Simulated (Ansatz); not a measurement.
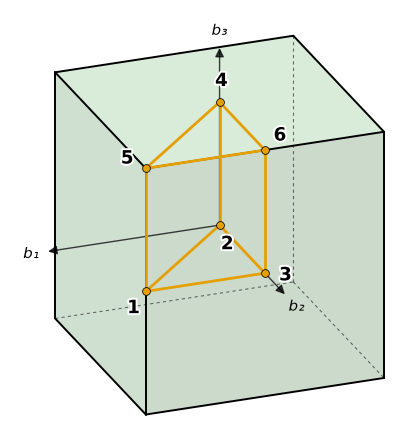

For CsTlSe2, the end point of a relaxation with DFT PBE, scalar-relativistic, plane waves, PAW (Ansatz); the starting structure was generated, so it need not be a known form of this composition: the first Brillouin zone of a primitive tetragonal lattice (tP; extended symbol tP1) is drawn with its special points numbered. Geometry calculated from the standardised cell; symmetry tolerance 0.002 Å.

a = 5.571 Å, b = 5.571 Å, c = 5.278 Å, α = 90.00°, β = 90.00°, γ = 90.00°.

Labels and path follow the convention of Hinuma et al. (2017), as computed by seekpath; the arrows show the directions of the reciprocal primitive vectors b₁, b₂, b₃, in which coordinates are given.

Question: Give the label and coordinates of each numbered point.

Answer:
```
no.  label      coordinates
  1      M    (1/2, 1/2, 0)
  2      Γ        (0, 0, 0)
  3      X      (0, 1/2, 0)
  4      Z      (0, 0, 1/2)
  5      A  (1/2, 1/2, 1/2)
  6      R    (0, 1/2, 1/2)
```
